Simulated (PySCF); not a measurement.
Molecule: SMILES FC(F)(F)[Si](F)(F)C(F)(F)F (C2F8Si). Atoms near the plane z = 1.2 Å, at the PBE0/def2-SVP optimised geometry (x, y, z in Å): F1 (1.4, -1.4, 0.0), C2 (1.0, -0.1, 0.0), F4 (1.5, 0.5, 1.0), Si5 (-0.9, -0.1, 0.0), F6 (-1.5, 1.4, 0.0), F7 (-1.5, -0.9, 1.3).

Method: PBE0/def2-TZVP run with PySCF. Cells within 0.4 Å of a nucleus heavier than hydrogen are left out (blank, or x). The values are rescaled to run from 0 to 1.

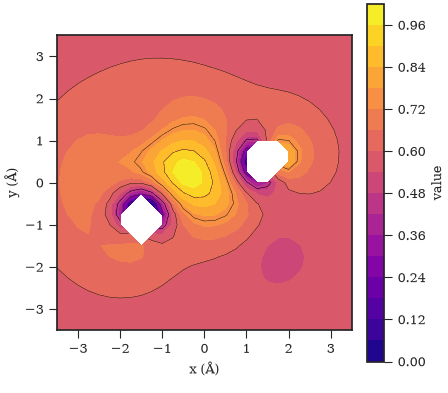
Fig. 1. a field on the plane z = 1.2 Å.

Question: Which quantity is mapped?
A) electrostatic potential
B) an orbital amplitude
C) log10 of the electron density
D) Laplacian of the electron density

Answer: B, an orbital amplitude. In full: LUMO amplitude (bohr^(-3/2)).
